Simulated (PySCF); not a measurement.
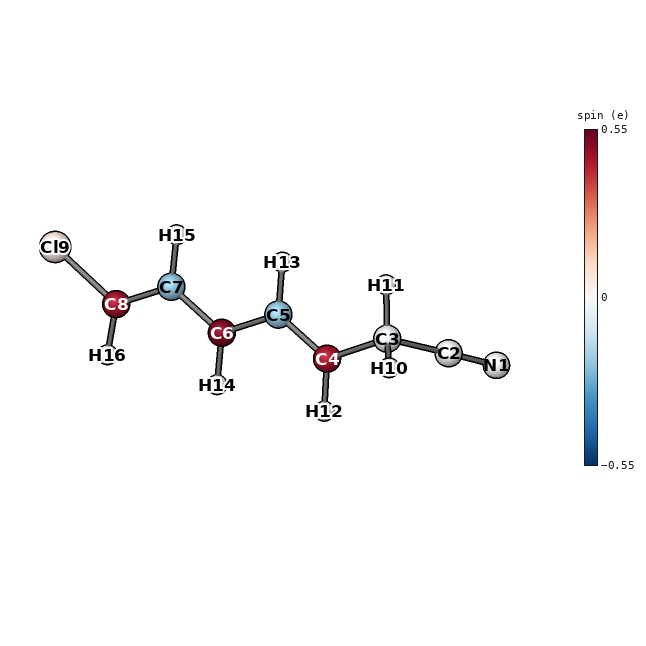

Atoms are coloured by their Mulliken spin populations. State: neutral, doublet. The computed structure is the end point of a GFN2-xTB optimisation. No frequency run is at hand to confirm it as a minimum. Level of theory: UKS B3LYP, pcH-1 on C Cl H N, non-relativistic (PySCF 2.14.0).

Give the Mulliken spin populations atom by atom.

```tsv
atom	value (e)
N1	0.01
C2	0.01
C3	−0.03
C4	0.45
C5	−0.21
C6	0.51
C7	−0.22
C8	0.46
Cl9	0.05
H10	0.02
H11	0.00
H12	−0.02
H13	0.01
H14	−0.02
H15	0.01
H16	−0.02
```

Mulliken values depend strongly on the basis set.
